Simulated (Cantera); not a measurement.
Feed: 1 mol Fe₂O₃, 0.011 mol HCl, at 1 atm.

These are equilibrium values from Cantera (NASA tables, ideal gas, pure condensed phases), not measurements of a reactor. Candidate condensed phases: Fe, FeCl₂, FeCl₃, FeO, Fe(OH)₂, Fe(OH)₃, Fe₂O₃, Fe₃O₄, H₂O; 22 gas species. Mutual solubility and eutectic melting of coexisting phases are not modelled. Equilibrium is a limit: real reactors are often held back by kinetics, nucleation or transport.

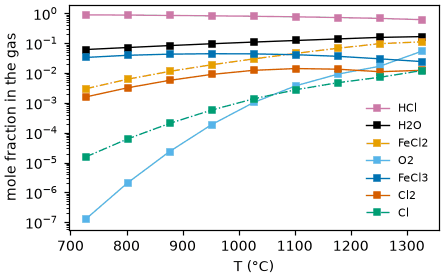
*Equilibrium gas composition (values under 1e-9 drawn at 1e-9)*

From 727 °C to 1252 °C the condensed part is Fe₂O₃(s). At 1327 °C the condensed part is Fe₂O₃(s) + Fe₃O₄(s). The main Fe-bearing gas is FeCl₃ at 727 °C and FeCl₂ at 1327 °C.
